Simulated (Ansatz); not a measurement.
## Electronic structure of Ge3H9N···GeH2···HF···H2 in real space

```yaml
atoms:
  - { symbol: Ge, position_ang: [-0.5716, 0.1418, -1.5200] }
  - { symbol: Ge, position_ang: [-0.0501, 0.0025, 2.3779] }
  - { symbol: Ge, position_ang: [1.2652, -1.4378, -1.3455] }
  - { symbol: Ge, position_ang: [-2.6322, -0.6065, -0.4651] }
  - { symbol: H, position_ang: [-0.8332, 0.4612, -3.0103] }
  - { symbol: H, position_ang: [1.3855, 1.6323, -0.2915] }
  - { symbol: N, position_ang: [-0.0318, 1.8096, -0.7897] }
  - { symbol: H, position_ang: [1.8264, 0.4716, 1.8679] }
  - { symbol: F, position_ang: [2.2734, 1.3810, 0.0911] }
  - { symbol: H, position_ang: [1.9266, 0.1297, 2.5738] }
  - { symbol: H, position_ang: [0.3782, -1.4671, 2.7788] }
  - { symbol: H, position_ang: [0.1510, 0.5762, 3.8408] }
  - { symbol: H, position_ang: [0.7969, -2.7348, -2.0342] }
  - { symbol: H, position_ang: [2.5091, -0.9065, -2.0674] }
  - { symbol: H, position_ang: [1.5853, -1.7533, 0.1202] }
  - { symbol: H, position_ang: [-3.2619, 0.5580, 0.3185] }
  - { symbol: H, position_ang: [-3.6332, -1.0779, -1.5367] }
  - { symbol: H, position_ang: [-2.3590, -1.7718, 0.4975] }
  - { symbol: H, position_ang: [-0.5661, 2.0253, 0.0450] }
  - { symbol: H, position_ang: [-0.1584, 2.5664, -1.4510] }
```

The product side of a reaction path; geometry: PBE0-D4/def2-TZVP.

Level of theory: RKS PBE0-D4/def2-TZVPP in Ansatz.

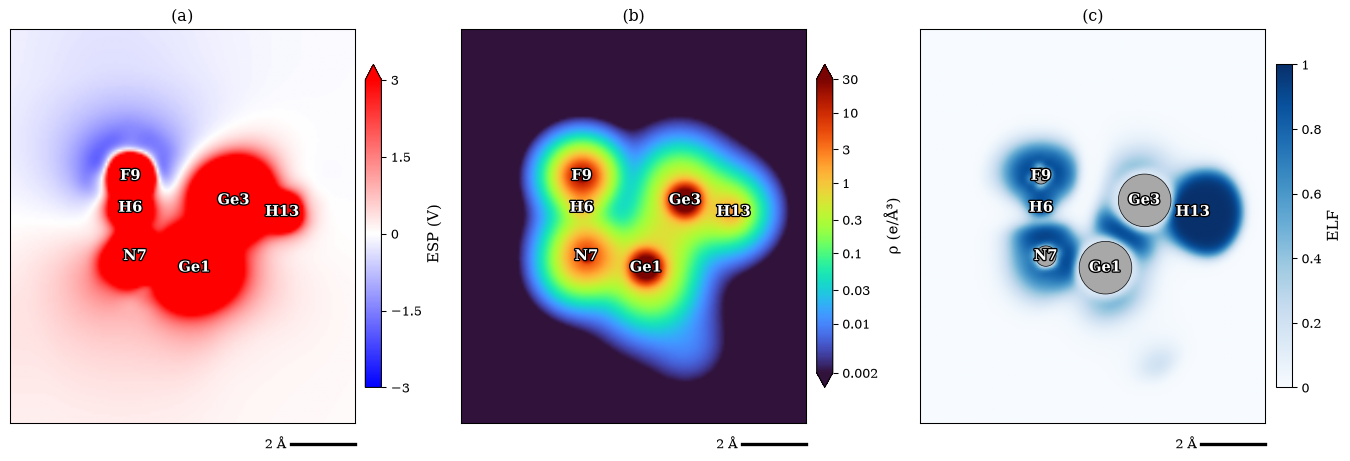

Figure 1. (a) molecular electrostatic potential; (b) total electron density; (c) electron localisation function on the plane of atoms Ge1, Ge3 and H13. Grey discs cover the atomic cores in the ELF map.

Question: Describe what can be read from this map.

Answer: The section cuts through Ge, H, N and F sites.
N7···H6 (1.51 Å): the density falls to about 0.58 e/Å³ on the way; the ELF peaks at about 0.95 between the atoms: a closed-shell contact with the geometry of a hydrogen bond.
Ge–N (1.90 Å): ρ is about 0.86 e/Å³ halfway; the ELF peaks at about 0.90 in the valence shell of N, 0.7 Å from its nucleus, and is about 0.50 at the midpoint.
Ge–Ge (2.43 Å): ρ is about 0.59 e/Å³ halfway; the ELF peaks at about 0.90 between the atoms: localised, covalent bonding.
F–H (1.00 Å): the density is about 4 e/Å³ at the midpoint; the ELF climbs to about 0.95 towards the hydrogen, as it does in any bond to H: an ordinary covalent bond to hydrogen.
Ge–H (1.54 Å): the density is about 1 e/Å³ at the midpoint; the ELF climbs to about 1 towards the hydrogen.
Outside the dense part of the complex the potential is most negative (−1.9 V) near F9.

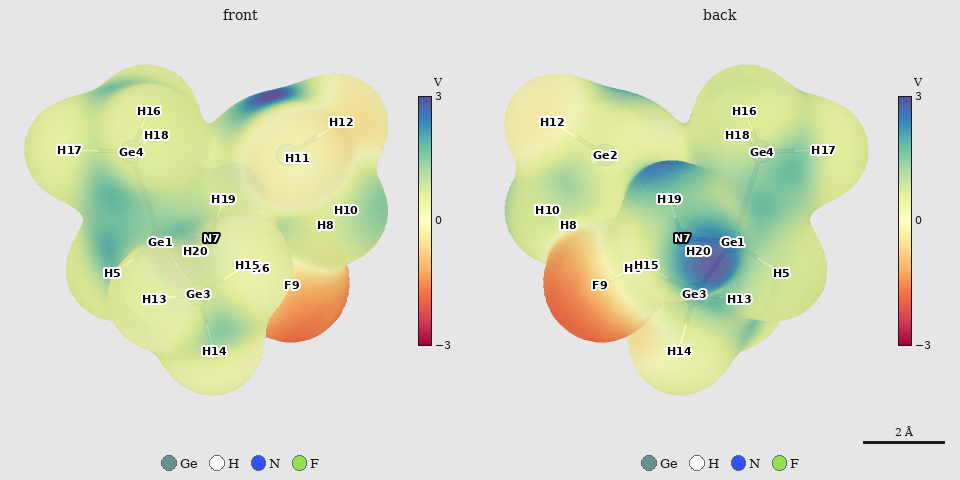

Figure 2. The electrostatic potential painted on the density surface at 0.004 e/bohr³, seen from the front and from behind; the colour scale runs from red (negative) to blue (positive).

Question: Which sites attract a positive test charge, and which a negative one?

Answer: A positive charge is drawn to the negative regions and a negative charge to the positive ones. The most negative region (about −1.8 V) lies over F9, the most positive (about +2.8 V) over Ge2 and H20.

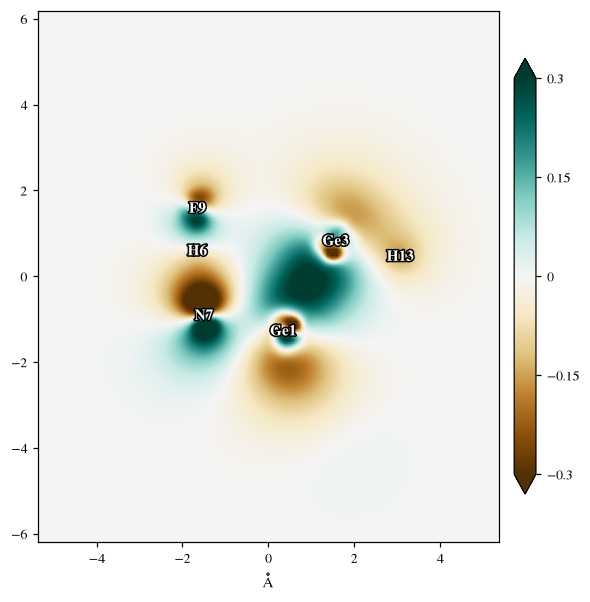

Figure 3. The HOMO−1 on the plane of atoms Ge3, Ge1 and N7 (values in Å⁻³ᐟ²; the overall sign is arbitrary).

Question: What is the character of this orbital?

Answer: By Hirshfeld shares it lies mainly on Ge1 (about 25 %), Ge3 (about 20 %), Ge4 (about 20 %) and N7 (about 15 %). Its energy is −7.60 eV.
